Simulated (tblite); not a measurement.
**Geometry relaxation of C3H8BSSi (part 1 of 4)**

- system: C3H8BSSi, multiplicity 2
- method: GFN2-xTB geometry optimisation, gas phase (tblite 0.8.0)

It belongs to a series of runs on one base structure; here: H removed from B.

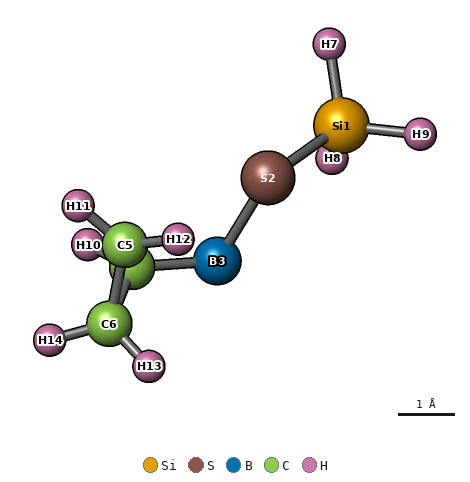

*The input geometry (ball-and-stick view, seen at a tilt; atoms are numbered from 1 in the order of the input).*

## Input file
```
{"job": {"kind": "relax", "xc": "GFN2-xTB", "basis": "xTB"}, "charge": 0, "multiplicity": 2}
Si     3.314700     0.309100     0.323700
S      1.232700     0.715800     0.032900
B      0.141300    -0.246500     1.253100
C     -1.215700    -0.777800     0.574700
C     -1.770500     0.226000    -0.406500
C     -2.524200    -0.110900     0.849100
H      3.998200    -0.083500    -0.926300
H      3.493700    -0.756800     1.301800
H      4.026400     1.514900     0.795700
H     -1.241500    -1.841600     0.234600
H     -2.063800    -0.222400    -1.376100
H     -1.310000     1.238500    -0.377200
H     -2.619600     0.713400     1.583400
H     -3.462300    -0.678600     0.675000
```

The first line tells a small driver script what to run in tblite; the rest is the geometry in Å.

Run on 1 CPU thread, shared host.

Command:
```bash
OMP_NUM_THREADS=1 python <driver script> task.json out
```

## What the program printed
```
step      E/eV     max force
  0    -452.01284    1.715
  1    -452.17972    1.243
  2    -452.31797    0.828
  3    -452.35539    0.567
  4    -452.40643    0.583
  5    -452.44946    0.741
  6    -452.48600    0.567
  7    -452.50262    0.314
  8    -452.51423    0.282
  9    -452.52465    0.329
 10    -452.53570    0.312
 11    -452.54597    0.264
 12    -452.55506    0.236
 13    -452.56300    0.250
 14    -452.57130    0.245
 15    -452.58187    0.275
 16    -452.59384    0.273
 17    -452.60428    0.318
 18    -452.61384    0.272
 19    -452.62523    0.398
 20    -452.64049    0.464
 21    -452.65776    0.361
 22    -452.67095    0.269
 23    -452.67825    0.209
 24    -452.68334    0.220
 25    -452.68959    0.236
 26    -452.69734    0.216
 27    -452.70570    0.272
 28    -452.71283    0.312
 29    -452.71281    0.468
 30    -452.72433    0.197
 31    -452.72887    0.173
 32    -452.73387    0.132
 33    -452.73708    0.152
 34    -452.74235    0.166
 35    -452.74887    0.168
 36    -452.75280    0.237
 37    -452.75796    0.232
 38    -452.76120    0.161
 39    -452.76692    0.119
 40    -452.76952    0.126
 41    -452.77460    0.158
 42    -452.77978    0.173
 43    -452.78620    0.175
 44    -452.79116    0.133
 45    -452.79371    0.125
 46    -452.79624    0.180
 47    -452.79827    0.121
 48    -452.80149    0.119
 49    -452.80271    0.133
 50    -452.80471    0.144
 51    -452.80655    0.105
 52    -452.80862    0.091
 53    -452.80985    0.088
 54    -452.81040    0.055
 55    -452.81069    0.038
 56    -452.81101    0.034
 57    -452.81136    0.058
 58    -452.81168    0.060
 59    -452.81195    0.057
 60    -452.81219    0.055
 61    -452.81237    0.037
 62    -452.81248    0.025
 63    -452.81256    0.024
 64    -452.81265    0.041
 65    -452.81280    0.060
 66    -452.81302    0.068
 67    -452.81324    0.053
 68    -452.81340    0.027
 69    -452.81352    0.024
 70    -452.81366    0.035
 71    -452.81383    0.043
 72    -452.81400    0.031
 73    -452.81416    0.032
 74    -452.81433    0.047
 75    -452.81451    0.049
 76    -452.81470    0.036
 77    -452.81485    0.030
 78    -452.81496    0.029
 79    -452.81507    0.029
 80    -452.81525    0.041
 81    -452.81548    0.040
 82    -452.81569    0.035
 83    -452.81580    0.022
 84    -452.81585    0.017
 85    -452.81589    0.017
 86    -452.81594    0.020
 87    -452.81599    0.016
 88    -452.81602    0.015
 89    -452.81604    0.012
 90    -452.81606    0.010
 91    -452.81607    0.008
```

## Trajectory as extended XYZ (Å, eV, eV/Å), 58 of the 92 frames kept, from step=0 to step=91
```
14
Properties=species:S:1:pos:R:3:forces:R:3 step=0 energy=-452.01284
Si    3.3147    0.3091    0.3237    0.8470   0.1220   0.1730
S     1.2327    0.7158    0.0329   -0.5810  -0.7590   0.9790
B     0.1413   -0.2465    1.2531    0.1450   0.0200  -1.7090
C    -1.2157   -0.7778    0.5747    1.4050   0.0990   0.6240
C    -1.7705    0.2260   -0.4065   -0.0720   0.2950  -0.3720
C    -2.5242   -0.1109    0.8491   -1.2610   0.1580  -0.4420
H     3.9982   -0.0835   -0.9263   -0.4800   0.0670   0.1430
H     3.4937   -0.7568    1.3018   -0.1560  -0.0190   0.0120
H     4.0264    1.5149    0.7957   -0.3480  -0.1590  -0.0670
H    -1.2415   -1.8416    0.2346   -0.0210   0.8930   0.4750
H    -2.0638   -0.2224   -1.3761    0.0370   0.8570   0.6790
H    -1.3100    1.2385   -0.3772   -0.3980  -1.0190  -0.5970
H    -2.6196    0.7134    1.5834    0.1550  -0.8810  -0.4040
H    -3.4623   -0.6786    0.6750    0.7290   0.3270   0.5050
14
Properties=species:S:1:pos:R:3:forces:R:3 step=2 energy=-452.31797
Si    3.3462    0.3129    0.3329   -0.0720  -0.1400   0.2280
S     1.2133    0.6824    0.0749    0.3900  -0.1400   0.1170
B     0.1549   -0.2468    1.1824    0.5680  -0.2820  -0.1910
C    -1.1817   -0.7587    0.5933   -0.6900   0.3940  -0.2330
C    -1.7771    0.2263   -0.4051   -0.0680  -0.1730   0.0370
C    -2.5451   -0.1038    0.8223    0.5760   0.0060   0.0520
H     3.9763   -0.0809   -0.9220   -0.3060  -0.0070  -0.1200
H     3.4869   -0.7583    1.3031   -0.0500  -0.0950   0.0920
H     4.0120    1.5113    0.7940   -0.0660   0.2710   0.0980
H    -1.2408   -1.8039    0.2565    0.1090   0.3670   0.3470
H    -2.0644   -0.1866   -1.3532   -0.2140   0.1950  -0.2290
H    -1.3248    1.2012   -0.4051    0.0270   0.1170  -0.4010
H    -2.6145    0.6775    1.5684   -0.0080  -0.1530   0.0330
H    -3.4418   -0.6728    0.6957   -0.1960  -0.3640   0.1710
14
Properties=species:S:1:pos:R:3:forces:R:3 step=3 energy=-452.35539
Si    3.3508    0.3112    0.3383   -0.0760  -0.1140   0.1980
S     1.2163    0.6742    0.0842    0.5030   0.0490  -0.1060
B     0.1667   -0.2516    1.1666    0.3550  -0.4400   0.0400
C    -1.1859   -0.7495    0.5930   -0.3290   0.3100  -0.1360
C    -1.7792    0.2241   -0.4054   -0.0490   0.0190  -0.1350
C    -2.5410   -0.1025    0.8190    0.1650  -0.1420   0.1580
H     3.9672   -0.0805   -0.9232   -0.2880  -0.0080  -0.1180
H     3.4849   -0.7602    1.3049   -0.0200  -0.1320   0.1310
H     4.0083    1.5151    0.7953   -0.0540   0.2650   0.1010
H    -1.2389   -1.7909    0.2662    0.0860   0.1490   0.2630
H    -2.0681   -0.1769   -1.3527   -0.2730   0.0610  -0.3640
H    -1.3271    1.1962   -0.4168    0.0690   0.2290  -0.3450
H    -2.6137    0.6684    1.5662   -0.0200   0.0470   0.1650
H    -3.4409   -0.6775    0.7023   -0.0690  -0.2950   0.1500
14
Properties=species:S:1:pos:R:3:forces:R:3 step=5 energy=-452.44946
Si    3.3633    0.3027    0.3628    0.2240   0.0420   0.0510
S     1.2532    0.6598    0.0983    0.2040   0.2580  -0.2770
B     0.2099   -0.2946    1.1293   -0.1150  -0.4050   0.1620
C    -1.1950   -0.7125    0.5895    0.7290  -0.1330   0.0230
C    -1.7900    0.2268   -0.4195   -0.1940   0.3290  -0.2710
C    -2.5361   -0.1063    0.8205   -0.4820   0.0680   0.0930
H     3.9257   -0.0797   -0.9317   -0.2190   0.0120   0.0220
H     3.4793   -0.7745    1.3190    0.0660  -0.1630   0.1840
H     3.9941    1.5384    0.8042   -0.0910   0.0310   0.0490
H    -1.2298   -1.7543    0.3048    0.0070  -0.3110  -0.0010
H    -2.0953   -0.1501   -1.3738   -0.2610  -0.1310  -0.2340
H    -1.3297    1.1972   -0.4669   -0.0240   0.2080  -0.1380
H    -2.6132    0.6513    1.5726   -0.0790   0.2910   0.2490
H    -3.4369   -0.7047    0.7288    0.2360  -0.0970   0.0890
14
Properties=species:S:1:pos:R:3:forces:R:3 step=6 energy=-452.48600
Si    3.3741    0.2990    0.3766    0.2880   0.0330   0.0230
S     1.2772    0.6587    0.0988   -0.0930   0.1670  -0.1290
B     0.2308   -0.3254    1.1152   -0.0800  -0.1180   0.0120
C    -1.1872   -0.6959    0.5861    0.5290  -0.1850  -0.0860
C    -1.8009    0.2339   -0.4306   -0.1680   0.2200  -0.1300
C    -2.5389   -0.1053    0.8229   -0.2400   0.1890  -0.0200
H     3.8994   -0.0791   -0.9357   -0.1410   0.0120   0.0770
H     3.4782   -0.7856    1.3306    0.0980  -0.0940   0.1380
H     3.9850    1.5514    0.8100   -0.0740  -0.0620   0.0380
H    -1.2248   -1.7434    0.3244   -0.0260  -0.3530  -0.1000
H    -2.1155   -0.1401   -1.3906   -0.1830  -0.1340   0.0140
H    -1.3314    1.2040   -0.4956   -0.1330   0.0920  -0.0360
H    -2.6152    0.6499    1.5819   -0.0970   0.2430   0.1380
H    -3.4314   -0.7225    0.7439    0.3210  -0.0100   0.0630
14
Properties=species:S:1:pos:R:3:forces:R:3 step=8 energy=-452.51423
Si    3.3913    0.2963    0.3879    0.0140  -0.0510   0.0680
S     1.2888    0.6644    0.0949   -0.0940   0.0100   0.0730
B     0.2449   -0.3479    1.1054    0.0500   0.1370  -0.1810
C    -1.1714   -0.6913    0.5754   -0.1550  -0.0700  -0.1820
C    -1.8145    0.2440   -0.4402   -0.0010  -0.0680   0.0420
C    -2.5397   -0.0951    0.8234    0.2540   0.1230  -0.0080
H     3.8764   -0.0786   -0.9355   -0.0320  -0.0150   0.0300
H     3.4827   -0.7963    1.3441    0.1090   0.0170   0.0470
H     3.9765    1.5581    0.8165    0.0020  -0.0310   0.0630
H    -1.2227   -1.7510    0.3322   -0.0550  -0.0840  -0.1150
H    -2.1377   -0.1400   -1.3995   -0.1250  -0.0630   0.1820
H    -1.3396    1.2134   -0.5159   -0.1780   0.0020  -0.0030
H    -2.6213    0.6594    1.5926   -0.0370   0.0670  -0.0630
H    -3.4143   -0.7360    0.7565    0.2480   0.0260   0.0480
14
Properties=species:S:1:pos:R:3:forces:R:3 step=10 energy=-452.53570
Si    3.4047    0.2911    0.4009   -0.2280  -0.0460   0.0530
S     1.2909    0.6721    0.0953    0.1180   0.0120   0.0890
B     0.2546   -0.3549    1.0854   -0.0350   0.1000  -0.2040
C    -1.1639   -0.6960    0.5552   -0.2290   0.0560  -0.0440
C    -1.8244    0.2486   -0.4466    0.0990  -0.1660   0.0440
C    -2.5267   -0.0795    0.8252    0.2740  -0.1070   0.1040
H     3.8575   -0.0794   -0.9323    0.0340  -0.0320   0.0070
H     3.4957   -0.8030    1.3584    0.1020   0.0540   0.0130
H     3.9707    1.5595    0.8264    0.0510  -0.0040   0.0760
H    -1.2266   -1.7655    0.3267   -0.0920   0.1760  -0.1050
H    -2.1652   -0.1469   -1.3923   -0.1450  -0.0250   0.0850
H    -1.3599    1.2213   -0.5301   -0.0920  -0.0170  -0.0330
H    -2.6281    0.6744    1.5963    0.1050  -0.0080  -0.1290
H    -3.3800   -0.7424    0.7694    0.0370   0.0070   0.0450
14
Properties=species:S:1:pos:R:3:forces:R:3 step=11 energy=-452.54597
Si    3.4076    0.2874    0.4095   -0.2160  -0.0040   0.0150
S     1.2948    0.6764    0.0982    0.1660   0.0730   0.0350
B     0.2587   -0.3569    1.0679   -0.0800   0.0270  -0.1320
C    -1.1625   -0.6974    0.5439   -0.0670   0.0670   0.0420
C    -1.8276    0.2480   -0.4500    0.0630  -0.1190   0.0040
C    -2.5151   -0.0735    0.8286    0.1280  -0.1790   0.1210
H     3.8473   -0.0806   -0.9301    0.0480  -0.0300   0.0360
H     3.5053   -0.8056    1.3669    0.0930   0.0490   0.0130
H     3.9683    1.5600    0.8337    0.0510  -0.0330   0.0670
H    -1.2311   -1.7687    0.3214   -0.1030   0.2180  -0.1080
H    -2.1843   -0.1507   -1.3861   -0.1550  -0.0280   0.0050
H    -1.3737    1.2245   -0.5394   -0.0310  -0.0270  -0.0470
H    -2.6291    0.6821    1.5951    0.1790  -0.0030  -0.1020
H    -3.3591   -0.7454    0.7782   -0.0750  -0.0120   0.0510
14
Properties=species:S:1:pos:R:3:forces:R:3 step=13 energy=-452.56300
Si    3.4045    0.2816    0.4250    0.0140   0.0480  -0.0270
S     1.3094    0.6888    0.1049    0.0190   0.1710  -0.0510
B     0.2636   -0.3609    1.0308    0.0220  -0.0440   0.0460
C    -1.1589   -0.6956    0.5275    0.1880   0.0170   0.0520
C    -1.8329    0.2425   -0.4568   -0.1280   0.0320  -0.0500
C    -2.4929   -0.0726    0.8395   -0.1810  -0.1020   0.0150
H     3.8311   -0.0841   -0.9231    0.0600  -0.0200   0.0990
H     3.5267   -0.8078    1.3827    0.0610   0.0380   0.0120
H     3.9661    1.5581    0.8499    0.0330  -0.0990   0.0370
H    -1.2444   -1.7618    0.3072   -0.0710   0.0800  -0.1140
H    -2.2265   -0.1579   -1.3759   -0.1140  -0.0410  -0.0550
H    -1.3987    1.2270   -0.5600    0.0290  -0.0700  -0.0500
H    -2.6192    0.6946    1.5886    0.2490   0.0180   0.0030
H    -3.3287   -0.7523    0.7977   -0.1810  -0.0260   0.0840
14
Properties=species:S:1:pos:R:3:forces:R:3 step=14 energy=-452.57130
Si    3.4018    0.2799    0.4319    0.1350   0.0390  -0.0200
S     1.3176    0.6992    0.1074   -0.1080   0.1760  -0.0520
B     0.2668   -0.3631    1.0133    0.1230  -0.0300   0.0940
C    -1.1548   -0.6935    0.5207    0.1520  -0.0070  -0.0190
C    -1.8383    0.2392   -0.4606   -0.2040   0.0690  -0.0430
C    -2.4846   -0.0758    0.8454   -0.2360   0.0020  -0.0640
H     3.8255   -0.0865   -0.9170    0.0700  -0.0210   0.0990
H     3.5391   -0.8073    1.3904    0.0360   0.0360   0.0060
H     3.9665    1.5544    0.8590    0.0350  -0.0960   0.0300
H    -1.2531   -1.7547    0.2967   -0.0240  -0.0330  -0.1060
H    -2.2502   -0.1623   -1.3722   -0.0660  -0.0410  -0.0400
H    -1.4101    1.2259   -0.5713    0.0240  -0.0880  -0.0450
H    -2.6066    0.7005    1.5846    0.2380   0.0060   0.0500
H    -3.3201   -0.7564    0.8094   -0.1760  -0.0130   0.1090
14
Properties=species:S:1:pos:R:3:forces:R:3 step=16 energy=-452.59384
Si    3.4000    0.2769    0.4492    0.1980   0.0010   0.0200
S     1.3307    0.7400    0.1118   -0.2260   0.0820   0.0400
B     0.2829   -0.3668    0.9720    0.1450   0.0190   0.0320
C    -1.1422   -0.6891    0.4978   -0.1550  -0.0470  -0.1890
C    -1.8654    0.2315   -0.4713   -0.2040   0.0400  -0.0010
C    -2.4717   -0.0832    0.8573   -0.1040   0.1980  -0.1570
H     3.8188   -0.0954   -0.8943    0.1080  -0.0410   0.0070
H     3.5758   -0.8021    1.4109   -0.0470   0.0160   0.0010
H     3.9722    1.5381    0.8866    0.0830   0.0190   0.0370
H    -1.2783   -1.7391    0.2583    0.1340  -0.1980  -0.0380
H    -2.3183   -0.1791   -1.3624    0.0590  -0.0150   0.0070
H    -1.4408    1.2174   -0.6027   -0.0380  -0.0760  -0.0450
H    -2.5557    0.7170    1.5760    0.1260  -0.0810   0.1170
H    -3.3087   -0.7666    0.8488   -0.0790   0.0830   0.1680
14
Properties=species:S:1:pos:R:3:forces:R:3 step=18 energy=-452.61384
Si    3.4069    0.2761    0.4626   -0.0150   0.0320   0.0110
S     1.3285    0.7816    0.1172    0.0050  -0.0510   0.1420
B     0.2978   -0.3670    0.9410   -0.1820  -0.0040  -0.1550
C    -1.1396   -0.6908    0.4685   -0.2300  -0.0400  -0.1390
C    -1.8992    0.2270   -0.4807   -0.0010  -0.0360  -0.0280
C    -2.4688   -0.0799    0.8595    0.0990   0.0770  -0.0120
H     3.8246   -0.1060   -0.8743    0.1120  -0.0460  -0.0660
H     3.6038   -0.7955    1.4273   -0.1110  -0.0170   0.0100
H     3.9847    1.5245    0.9121    0.1190   0.1270   0.0400
H    -1.2913   -1.7394    0.2203    0.1930  -0.1280   0.0380
H    -2.3708   -0.1965   -1.3543    0.0520   0.0010  -0.0490
H    -1.4684    1.2055   -0.6292   -0.0720   0.0140  -0.0720
H    -2.5026    0.7264    1.5762    0.0180  -0.1150   0.1240
H    -3.3063   -0.7665    0.8917    0.0120   0.1860   0.1560
14
Properties=species:S:1:pos:R:3:forces:R:3 step=19 energy=-452.62523
Si    3.4128    0.2767    0.4705   -0.1010   0.0660  -0.0100
S     1.3264    0.8020    0.1242    0.1390  -0.1010   0.1690
B     0.3012   -0.3683    0.9197   -0.3300  -0.0210  -0.2220
C    -1.1431   -0.6933    0.4481   -0.1360  -0.0360  -0.0490
C    -1.9184    0.2251   -0.4873    0.0890  -0.0600  -0.0580
C    -2.4664   -0.0742    0.8594    0.1540  -0.0600   0.0960
H     3.8298   -0.1129   -0.8657    0.0930  -0.0300  -0.0460
H     3.6150   -0.7932    1.4369   -0.1350  -0.0170   0.0040
H     3.9943    1.5214    0.9268    0.1100   0.1240   0.0210
H    -1.2917   -1.7450    0.2020    0.1540  -0.0460   0.0560
H    -2.3972   -0.2054   -1.3515    0.0040   0.0000  -0.0950
H    -1.4857    1.1996   -0.6463   -0.0650   0.0640  -0.0850
H    -2.4748    0.7280    1.5811    0.0010  -0.0900   0.1070
H    -3.3030   -0.7609    0.9200    0.0240   0.2080   0.1140
```
